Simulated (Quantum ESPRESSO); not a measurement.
# KMgF3 (Pm-3m): modes at Γ and the response to a field

Aim: the zone-centre modes of KMgF3 (Pm-3m).

Main program and level: Quantum ESPRESSO 7.5; DFT PBE, scalar-relativistic, plane waves, GBRV ultrasoft pseudopotentials.

## Step 1: Starting point

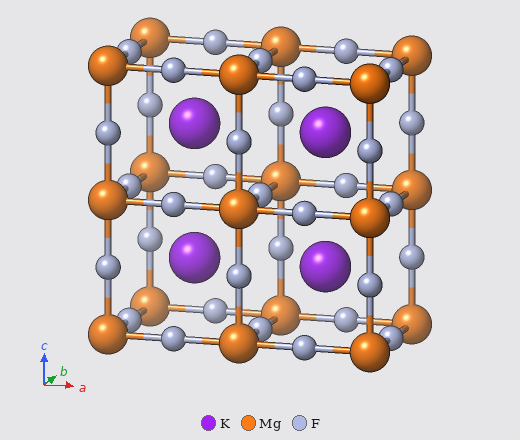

The cell as given, slightly off an axis (potassium purple, magnesium orange, fluorine light blue). 2×1×2 cells are drawn. Some periodic images of atoms are drawn too.

Structure file:

```
CELL_PARAMETERS angstrom
3.98590 0.00000 0.00000
0.00000 3.98590 0.00000
0.00000 0.00000 3.98590
ATOMIC_POSITIONS crystal
K 0.50000 0.50000 0.50000
Mg 0.00000 0.00000 0.00000
F 0.50000 0.00000 0.00000
F 0.00000 0.50000 0.00000
F 0.00000 0.00000 0.50000
```

## Step 2: A first look

Before anything dear is run, a loose run with smearing shows whether this is a metal and how far the cell is from rest.

Contents of probe.in:

```
 &control
    calculation='scf',
    prefix='x',
    outdir='./tmp',
    pseudo_dir='./pseudo',
    tprnfor=.true.,
    tstress=.true.,
    verbosity='high',
 /
 &system
    ibrav=1,
    celldm(1)=7.53225936,
    nat=5,
    ntyp=3,
    ecutwfc=55.0,
    ecutrho=440.0,
    occupations='smearing',
    smearing='gaussian',
    degauss=0.01,
 /
 &electrons
    conv_thr=1.0d-07,
    mixing_beta=0.7,
    electron_maxstep=100,
 /
ATOMIC_SPECIES
 K      39.0983  K.upf
 Mg     24.3050  Mg.upf
 F      18.9984  F.upf
ATOMIC_POSITIONS crystal
 K      0.500000000   0.500000000   0.500000000
 Mg     0.000000000   0.000000000   0.000000000
 F      0.500000000   0.000000000   0.000000000
 F      0.000000000   0.500000000   0.000000000
 F      0.000000000   0.000000000   0.500000000
K_POINTS automatic
 4 4 4 0 0 0
```

The run is started by

```bash
$ OMP_NUM_THREADS=1 mpirun -n 4 pw.x -nk 4 -in probe.in > probe.out
```

Log:

```text
[banners, grids, parts of the stress and lines that vanish by symmetry left out]
Program PWSCF v.7.5
     bravais-lattice index     =            1
     lattice parameter (alat)  =       7.5323  a.u.
[...]
kinetic-energy cutoff     =      55.0000  Ry
     charge density cutoff     =     440.0000  Ry
     scf convergence threshold =      1.0E-07
[...]
Exchange-correlation=  SLA  PW   PBX  PBC
                           (   1   4   3   4   0   0   0)
[...]
48 Sym. Ops., with inversion, found
[...]
(     0          1          0      )
                  (     0          0          1      )
[...]
(  0.0000000  1.0000000  0.0000000 )
                  (  0.0000000  0.0000000  1.0000000 )
[...]
(     0         -1          0      )
                  (     0          0          1      )
[...]
( -1.0000000  0.0000000  0.0000000 )
                  (  0.0000000  1.0000000  0.0000000 )
[...]
number of k points=    10  Gaussian smearing, width (Ry)=  0.0100
[...]
End of self-consistent calculation
[...]
the Fermi energy is     7.2084 ev
!    total energy              =    -328.89452833 Ry
[...]
convergence has been achieved in   6 iterations
[...]
atom    1 type  1   force =     0.00000000    0.00000000    0.00000000
     atom    2 type  2   force =     0.00000000    0.00000000    0.00000000
     atom    3 type  3   force =     0.00000000    0.00000000    0.00000000
     atom    4 type  3   force =     0.00000000    0.00000000    0.00000000
     atom    5 type  3   force =     0.00000000    0.00000000    0.00000000
[...]
Total force =     0.000000     Total SCF correction =     0.000000
[...]
total   stress  (Ry/bohr**3)                   (kbar)     P=       37.86
[...]
XML data file, charge density, pseudopotentials, collected wavefunctions

   JOB DONE.
```

Wall time 12 s (4 MPI ranks of Arm Neoverse N1, shared host).

This step gave:

* volume per atom: 12.67 Å³
* pressure: 3.786 GPa
* gap on the k-mesh: 7.319 eV

A gap of 7.3 eV opens on this mesh, so the crystal is taken as an insulator; the start stands at 3.8 GPa.

## Step 3: Relaxing the cell and atoms

The relaxation runs at a cutoff a fifth above that of the response, since stress converges more slowly with the basis than frequencies do. Forces and stress are brought to rest with tight thresholds.

Contents of relax.in:

```
 &control
    calculation='vc-relax',
    prefix='x',
    outdir='./tmp',
    pseudo_dir='./pseudo',
    tprnfor=.true.,
    tstress=.true.,
    forc_conv_thr=2.0d-05,
    etot_conv_thr=1.0d-07,
    nstep=40,
 /
 &system
    ibrav=1,
    celldm(1)=7.53225936,
    nat=5,
    ntyp=3,
    ecutwfc=66,
    ecutrho=528.0,
    occupations='fixed',
    nbnd=22,
 /
 &electrons
    conv_thr=1.0d-11,
    mixing_beta=0.7,
    electron_maxstep=100,
 /
 &ions
 /
 &cell
    press_conv_thr=0.2,
 /
ATOMIC_SPECIES
 K      39.0983  K.upf
 Mg     24.3050  Mg.upf
 F      18.9984  F.upf
ATOMIC_POSITIONS crystal
 K      0.500000000   0.500000000   0.500000000
 Mg     0.000000000   0.000000000   0.000000000
 F      0.500000000   0.000000000   0.000000000
 F      0.000000000   0.500000000   0.000000000
 F      0.000000000   0.000000000   0.500000000
K_POINTS automatic
 6 6 6 0 0 0
```

The run is started by

```bash
$ OMP_NUM_THREADS=1 mpirun -n 4 pw.x -nk 4 -in relax.in > relax.out
```

Log:

```text
[banners, grids, parts of the stress and lines that vanish by symmetry left out]
[banner, memory and clock lines left out]
Program PWSCF v.7.5

[...]
kinetic-energy cutoff     =      66.0000  Ry
     charge density cutoff     =     528.0000  Ry
     scf convergence threshold =      1.0E-11
[...]
energy convergence thresh.=      1.0E-07
     force convergence thresh. =      2.0E-05
     press convergence thresh. =      2.0E-01
     Exchange-correlation=  SLA  PW   PBX  PBC
                           (   1   4   3   4   0   0   0)
[...]
48 Sym. Ops., with inversion, found
[...]
number of k points=    20
[...]
End of self-consistent calculation
[...]
highest occupied, lowest unoccupied level (ev):     2.7769   10.0961
!    total energy              =    -328.89507858 Ry
[...]
convergence has been achieved in  10 iterations
[...]
atom    1 type  1   force =     0.00000000    0.00000000    0.00000000
     atom    2 type  2   force =     0.00000000    0.00000000    0.00000000
     atom    3 type  3   force =     0.00000000    0.00000000    0.00000000
     atom    4 type  3   force =     0.00000000    0.00000000    0.00000000
     atom    5 type  3   force =     0.00000000    0.00000000    0.00000000
     Total force =     0.000000     Total SCF correction =     0.000000
[...]
total   stress  (Ry/bohr**3)                   (kbar)     P=       36.84
[...]
number of bfgs steps    =   0
[...]
CELL_PARAMETERS (alat=  7.53225936)
[...]
ATOMIC_POSITIONS (crystal)
K                0.5000000000        0.5000000000        0.5000000000
Mg               0.0000000000        0.0000000000        0.0000000000
F                0.5000000000        0.0000000000        0.0000000000
F                0.0000000000        0.5000000000        0.0000000000
[...]
New effective cutoffs (rho, wfc):  520.90   65.17
[...]
End of self-consistent calculation
[...]
highest occupied, lowest unoccupied level (ev):     2.6024    9.7814
!    total energy              =    -328.89668915 Ry
[...]
convergence has been achieved in   8 iterations
[...]
atom    1 type  1   force =     0.00000000    0.00000000    0.00000000
     atom    2 type  2   force =     0.00000000    0.00000000    0.00000000
     atom    3 type  3   force =     0.00000000    0.00000000    0.00000000
     atom    4 type  3   force =     0.00000000    0.00000000    0.00000000
     atom    5 type  3   force =     0.00000000    0.00000000    0.00000000
     Total force =     0.000000     Total SCF correction =     0.000000
[...]
total   stress  (Ry/bohr**3)                   (kbar)     P=       22.06
[...]
number of bfgs steps    =   1
[...]
CELL_PARAMETERS (alat=  7.53225936)
[...]
ATOMIC_POSITIONS (crystal)
[...]
New effective cutoffs (rho, wfc):  513.84   64.29
[...]
End of self-consistent calculation
[...]
highest occupied, lowest unoccupied level (ev):     2.4160    9.4454
!    total energy              =    -328.89757662 Ry
[...]
convergence has been achieved in   9 iterations
[...]
atom    1 type  1   force =     0.00000000    0.00000000    0.00000000
     atom    2 type  2   force =     0.00000000    0.00000000    0.00000000
     atom    3 type  3   force =     0.00000000    0.00000000    0.00000000
     atom    4 type  3   force =     0.00000000    0.00000000    0.00000000
[...]
Total force =     0.000000     Total SCF correction =     0.000000
[...]
total   stress  (Ry/bohr**3)                   (kbar)     P=        7.22
[...]
number of bfgs steps    =   2
[...]
CELL_PARAMETERS (alat=  7.53225936)
[...]
ATOMIC_POSITIONS (crystal)
[...]
New effective cutoffs (rho, wfc):  510.40   63.86
[...]
End of self-consistent calculation
[...]
highest occupied, lowest unoccupied level (ev):     2.3256    9.2824
!    total energy              =    -328.89769187 Ry
[...]
convergence has been achieved in   9 iterations
[...]
Total force =     0.000000     Total SCF correction =     0.000000
[...]
total   stress  (Ry/bohr**3)                   (kbar)     P=        0.36
[...]
number of bfgs steps    =   3
[...]
CELL_PARAMETERS (alat=  7.53225936)
[...]
ATOMIC_POSITIONS (crystal)
[...]
New effective cutoffs (rho, wfc):  510.21   63.83
[...]
End of self-consistent calculation
[...]
highest occupied, lowest unoccupied level (ev):     2.3209    9.2738
!    total energy              =    -328.89769218 Ry
[...]
convergence has been achieved in   6 iterations
[...]
Total force =     0.000000     Total SCF correction =     0.000000
[...]
total   stress  (Ry/bohr**3)                   (kbar)     P=        0.01
[...]
number of bfgs steps    =   4
[...]
small trust_radius: resetting bfgs history
[...]
CELL_PARAMETERS (alat=  7.53225936)
[...]
ATOMIC_POSITIONS (crystal)
[...]
New effective cutoffs (rho, wfc):  510.21   63.83
[...]
End of self-consistent calculation
[...]
highest occupied, lowest unoccupied level (ev):     2.3208    9.2737
!    total energy              =    -328.89769218 Ry
[...]
convergence has been achieved in   3 iterations
[...]
atom    3 type  3   force =     0.00000000    0.00000000    0.00000000
     atom    4 type  3   force =     0.00000000    0.00000000    0.00000000
     atom    5 type  3   force =     0.00000000    0.00000000    0.00000000
     Total force =     0.000000     Total SCF correction =     0.000000
[...]
total   stress  (Ry/bohr**3)                   (kbar)     P=        0.00
[...]
bfgs converged in   6 scf cycles and   5 bfgs steps
[...]
End of BFGS Geometry Optimization
     Final enthalpy           =    -328.8976921771 Ry
     File ./tmp/x.bfgs deleted, as requested
[...]
CELL_PARAMETERS (alat=  7.53225936)
[...]
ATOMIC_POSITIONS (crystal)
[...]
F                0.0000000000        0.5000000000        0.0000000000
F                0.0000000000        0.0000000000        0.5000000000
[...]
Final scf calculation at the relaxed structure.
[...]
kinetic-energy cutoff     =      66.0000  Ry
     charge density cutoff     =     528.0000  Ry
     scf convergence threshold =      1.0E-13
[...]
press convergence thresh. =      2.0E-01
     Exchange-correlation=  SLA  PW   PBX  PBC
                           (   1   4   3   4   0   0   0)
[...]
48 Sym. Ops., with inversion, found
[...]
number of k points=    20
[...]
End of self-consistent calculation
[...]
highest occupied, lowest unoccupied level (ev):     2.3208    9.2738
!    total energy              =    -328.89781977 Ry
[...]
convergence has been achieved in  12 iterations
[...]
atom    1 type  1   force =     0.00000000    0.00000000    0.00000000
     atom    2 type  2   force =     0.00000000    0.00000000    0.00000000
     atom    3 type  3   force =     0.00000000    0.00000000    0.00000000
     atom    4 type  3   force =     0.00000000    0.00000000    0.00000000
     atom    5 type  3   force =     0.00000000    0.00000000    0.00000000
     Total force =     0.000000     Total SCF correction =     0.000000
[...]
total   stress  (Ry/bohr**3)                   (kbar)     P=       -0.05
[...]
XML data file, charge density, pseudopotentials, collected wavefunctions
```

Run time: 2.2 min. Hardware: 4 MPI ranks.

Step by step:

```csv
step,energy less that of the first step (eV),largest force (eV/Å),pressure (GPa),volume (Å³)
1,0.0000,0.0000,3.68,63.33
2,-0.0219,0.0000,2.21,64.52
3,-0.0340,0.0000,0.72,65.86
4,-0.0356,0.0000,0.04,66.53
5,-0.0356,0.0000,0.00,66.56
6,-0.0356,0.0000,0.00,66.56
7,-0.0373,0.0000,-0.01,66.56
```

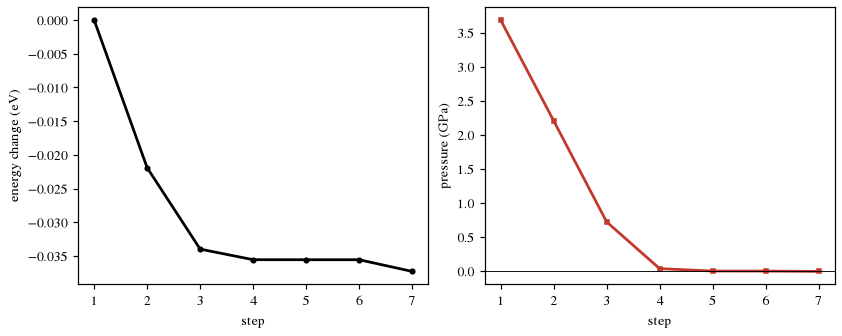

Energy and pressure along the relaxation.

```csv
"conventional cell, symmetrised",before,after,change
a (Å),3.986,4.053,+1.7 %
b (Å),3.986,4.053,+1.7 %
c (Å),3.986,4.053,+1.7 %
volume (Å³/atom),12.67,13.31,+5.1 %
```

Final coordinates:

```
CELL_PARAMETERS angstrom
4.05266 0.00000 0.00000
0.00000 4.05266 0.00000
0.00000 0.00000 4.05266
ATOMIC_POSITIONS crystal
K 0.50000 0.50000 0.50000
Mg 0.00000 0.00000 0.00000
F 0.50000 0.00000 0.00000
F 0.00000 0.50000 0.00000
F 0.00000 0.00000 0.50000
```

The last row of the table of steps is pw.x's closing run on a basis chosen anew for the final cell, so its energy can jump.

This step gave:

```
volume per atom   : 13.31 Å³
pressure          : -0.005 GPa
gap on the k-mesh : 6.953 eV
```

The volume changes by +5.1 % from the cell with which this run began.

## Step 4: Self-consistent run for the response

Perturbation theory inherits every error of the wavefunctions, so the threshold is set near the limit of the arithmetic. With a gap, occupations are fixed, which also allows the response to an electric field.

Contents of scf.in:

```
 &control
    calculation='scf',
    prefix='x',
    outdir='./tmp',
    pseudo_dir='./pseudo',
    tprnfor=.true.,
    tstress=.true.,
 /
 &system
    ibrav=1,
    celldm(1)=7.65842269,
    nat=5,
    ntyp=3,
    ecutwfc=55.0,
    ecutrho=440.0,
    occupations='fixed',
    nbnd=22,
 /
 &electrons
    conv_thr=1.0d-12,
    mixing_beta=0.7,
    electron_maxstep=100,
 /
ATOMIC_SPECIES
 K      39.0983  K.upf
 Mg     24.3050  Mg.upf
 F      18.9984  F.upf
ATOMIC_POSITIONS crystal
 K      0.500000000   0.500000000   0.500000000
 Mg     0.000000000   0.000000000   0.000000000
 F      0.500000000   0.000000000   0.000000000
 F      0.000000000   0.500000000   0.000000000
 F      0.000000000   0.000000000   0.500000000
K_POINTS automatic
 8 8 8 0 0 0
```

The run is started by

```bash
$ OMP_NUM_THREADS=1 mpirun -n 4 pw.x -nk 4 -in scf.in > scf.out
```

Log:

```text
[banners, grids, parts of the stress and lines that vanish by symmetry left out]
[banner, memory and clock lines left out]
Program PWSCF v.7.5

[...]
kinetic-energy cutoff     =      55.0000  Ry
     charge density cutoff     =     440.0000  Ry
     scf convergence threshold =      1.0E-12
[...]
Exchange-correlation=  SLA  PW   PBX  PBC
                           (   1   4   3   4   0   0   0)
[...]
48 Sym. Ops., with inversion, found
[...]
number of k points=    35
[...]
End of self-consistent calculation
[...]
highest occupied, lowest unoccupied level (ev):     2.3209    9.2738
!    total energy              =    -328.89727722 Ry
[...]
convergence has been achieved in  12 iterations
[...]
atom    1 type  1   force =     0.00000000    0.00000000    0.00000000
     atom    2 type  2   force =     0.00000000    0.00000000    0.00000000
     atom    3 type  3   force =     0.00000000    0.00000000    0.00000000
     atom    4 type  3   force =     0.00000000    0.00000000    0.00000000
     atom    5 type  3   force =     0.00000000    0.00000000    0.00000000
     Total force =     0.000000     Total SCF correction =     0.000000
[...]
total   stress  (Ry/bohr**3)                   (kbar)     P=        0.46
[...]
XML data file, charge density, pseudopotentials, collected wavefunctions
```

Elapsed: 35 s, on 4 MPI ranks.

Numbers from this step:

```yaml
pressure: 0.04600 GPa
```

The cell stands at 0.046 GPa, close enough for phonons.

[end of part 1 of 5]

[Host names and launcher messages were left out of these logs when they were recorded.]

[Logs are printed without paths, hosts, clocks, repeated set-up lines and the standing remarks that a program may print on its own settings, such as how far it seeks lower states.]

[Hosts, paths, dates, database ids (printed as entryN), source tags and the programs' standing remarks are cut or masked in the printed files.]
